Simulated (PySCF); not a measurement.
# C$_{5}$H$_{12}$AlClO$_{2}$: what the fields show

```xyz
21

C     0.1863   -1.8198   -0.5654
C     0.0040   -0.7335    0.1685
C    -1.3710   -0.1746    0.4620
O    -2.3291   -0.5160   -0.4985
C    -2.2236    0.2207   -1.6962
O     1.0078    0.0257    0.7362
C     2.3351   -0.3074    0.3665
Al    0.8783    1.6164    1.9324
Cl    0.7926    3.1517    0.5735
H    -0.6799   -2.3258   -0.9511
H     1.1419   -2.2467   -0.8030
H    -1.2809    0.9205    0.5643
H    -1.7322   -0.5813    1.4125
H    -2.3079    1.2960   -1.5031
H    -3.0498   -0.1018   -2.3264
H    -1.2755    0.0264   -2.2090
H     2.9770    0.4467    0.8242
H     2.6070   -1.2945    0.7465
H     2.4477   -0.2770   -0.7194
H     2.2405    1.4110    2.6548
H    -0.3770    1.2800    2.7711
```

Geometry: GFN2-xTB.

Method: PBE0/pcSseg-1, SCF density, gas phase, non-relativistic (PySCF 2.14.0).

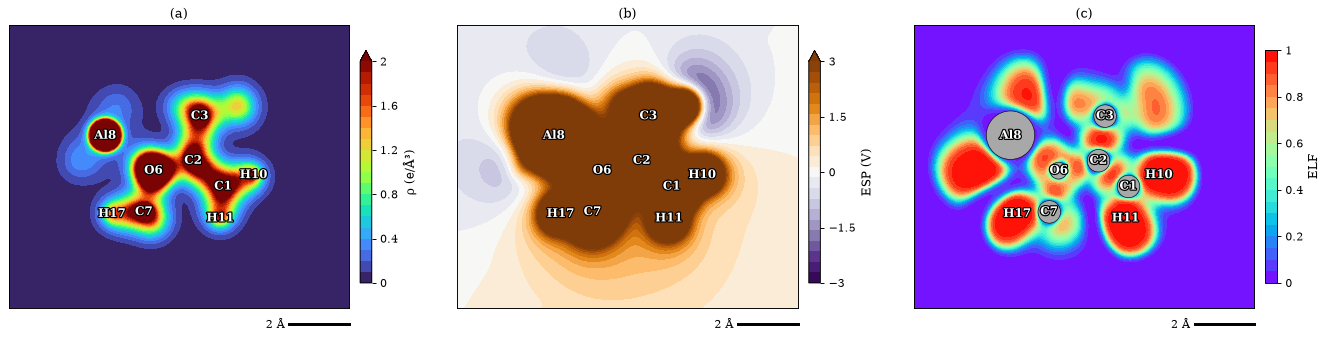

Figure 1. (a) electron density; (b) molecular electrostatic potential; (c) ELF on the plane of atoms C2, O6 and Al8. Grey discs cover the atomic cores in the ELF map.

### Read the bonding off the picture.

- The section cuts through C, O, Al and H sites.
- C–C (1.32 Å): ρ is about 2.3 e/Å³ halfway; the ELF peaks at about 0.90 between the atoms (a short, multiple covalent bond).
- C–O (1.38 Å): ρ at the midpoint is about 2.2 e/Å³, with its minimum of 1.8 e/Å³ about 0.5 Å from C; the ELF peaks at about 0.90 between the atoms (a shared but strongly polarised pair).
- Al–O (1.99 Å): the density is about 0.4 e/Å³ at the midpoint; the ELF peaks at about 0.90 in the valence shell of O, 0.6 Å from its nucleus, and is about 0.45 at the midpoint.
- C–H (1.07 Å): ρ at the midpoint is about 2 e/Å³; the ELF climbs to about 1 towards the hydrogen, as it does in any bond to H: a covalent bond by its length.
- C–C (1.51 Å): ρ is about 1.7 e/Å³ halfway; the ELF peaks at about 0.95 between the atoms (a shared electron pair).
- The ELF also peaks beside O4, away from the bonds: lone-pair regions.
- Outside the dense part of the molecule the potential is most negative (−1.7 V) near O4, which lies off the plane.

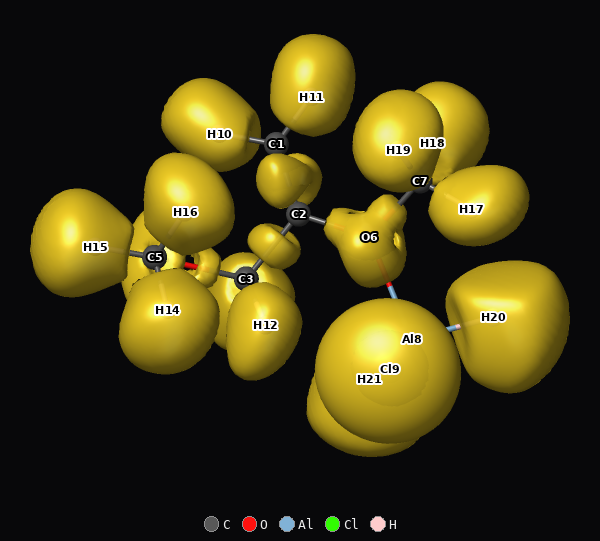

Figure 2. Isosurface of the electron localisation function at 0.75 (yellow), seen across its widest extent. Only the valence region is drawn (cores and ρ < 0.01 e/Å³ removed).

### Describe the localisation domains.

The surface consists of two regions between bonded C–C atoms (shared pairs), twelve regions around hydrogen nuclei, one region on Cl in which the atom's valence shell and bonds are merged and two regions on O in which the atom's valence shell and bonds are merged.

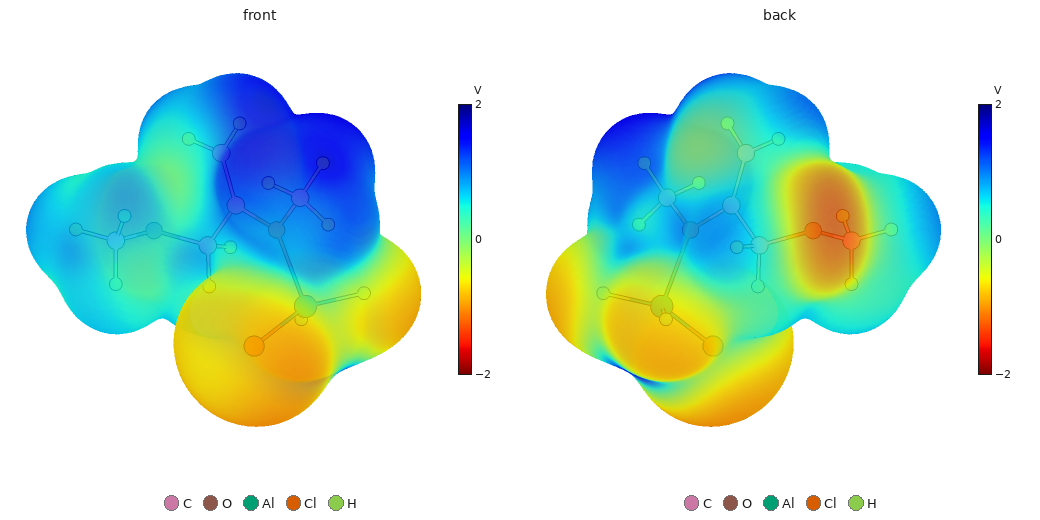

Figure 3. The electrostatic potential painted on the density surface at 0.002 e/bohr³, seen from the front and from behind; the colour scale runs from red (negative) to blue (positive).

### Where is the surface potential most negative and most positive?

The most negative region (about −1.2 V) lies over O4, the most positive (about +1.6 V) over C7 and H11. O4 is the likeliest acceptor of a hydrogen bond.
